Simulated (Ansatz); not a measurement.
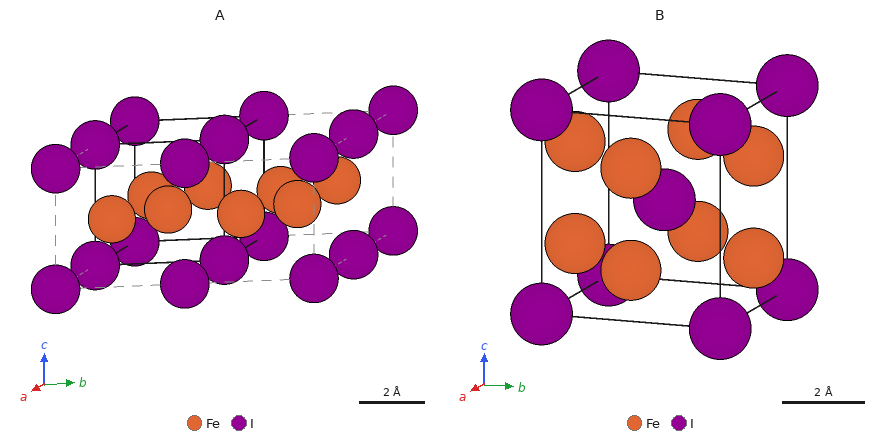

Two structures of Fe2I, each relaxed to rest (conventional cells in solid outline, small ones repeated, not to one scale). Method: DFT PBE, scalar-relativistic, plane waves, PAW (Ansatz), with collinear spins.

**What are A and B?**

A: AlB₂ type, P6/mmm. B: 6 atoms a cell on a body-centred tetragonal lattice, I4/mmm.

**Which structure is more stable?**

A is lower, by 119 meV/atom at this level of theory (energies at zero smearing). Volumes: A 18.4, B 18.5 Å³/atom.

One or both may be structure types tried for this composition rather than known phases.
